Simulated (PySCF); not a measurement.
SMILES [SiH2]([SiH2][GeH3])SC (CH10GeSSi2) at its GFN2-xTB optimised geometry (Å):

```
15

C      2.5522    -2.5511     0.0022
S      2.2223    -0.7648     0.0000
Si     0.0738    -0.7648     0.0000
Si    -0.5363     1.4648     0.0000
Ge    -2.8602     1.6744    -0.0901
H      3.6304    -2.6714    -0.0013
H      2.1301    -2.9984     0.8968
H      2.1238    -3.0018    -0.8876
H     -0.3224    -1.5658    -1.1646
H     -0.3215    -1.5633     1.1666
H      0.0311     2.1948    -1.1391
H     -0.0629     2.1614     1.2015
H     -3.6304     0.7061     0.7612
H     -3.4822     1.4810    -1.4415
H     -3.4107     3.0018     0.3392
```

Calculation: B3LYP/def2-TZVP in PySCF.

Map of the electron localisation function on the plane z = 0.8 Å:

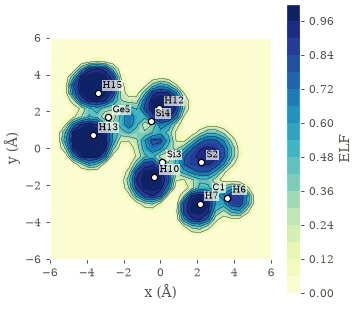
Figure: Electron localisation function on the plane z = 0.8 Å.
